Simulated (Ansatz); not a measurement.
Partial pair distribution functions of a relaxed model of amorphous Si$_{30}$N$_{45}$P$_{3}$, broadened by 0.06 Å; density 2.90 g/cm³. These are PBE, scalar-relativistic without spin-orbit coupling (plane waves to 420 eV, PAW; Ansatz, a program for electronic structure) values and carry that method's errors.

The cell was made by melting and quenching with the CHGNet potential and then relaxed with DFT. N atoms were pushed apart under 1.9 Å during the dynamics, to hinder bonds among them. The hot cell started wider than the set density and was brought back towards it in steps. It is the lowest in DFT energy of 2 quenches. It is a model cell: composition and starting density were chosen by hand, and all elements were melted together. No dispersion term was used. Its density started from a set value of 2.90 and ended at 2.90 g/cm³. Cooling (nominally 450 K/ps over its main leg) ran many orders faster than in experiment, which tends to leave more defects and strain. One small periodic cell is one sample of the glass; other quenches scatter about these values. The volume was held where the preparation left it and the shape relaxed, at a PBE pressure of 3.2 GPa. Stress components on the final sampling reach 3.5 GPa. Cycles of charging lowered its energy after that relaxation.

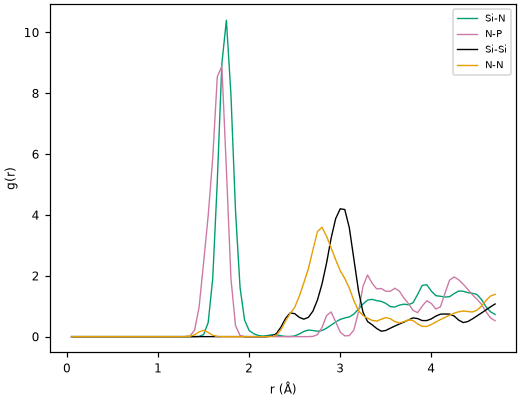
Fig. 1. Partial pair distribution functions

Highest peaks under 4.5 Å: Si-N near 1.75 Å, N-P near 1.70 Å, Si-Si near 3.00 Å, N-N near 2.80 Å; pairs of few atoms are noisy.

Within 2.12 Å each Si has 4.00 N neighbours on average.
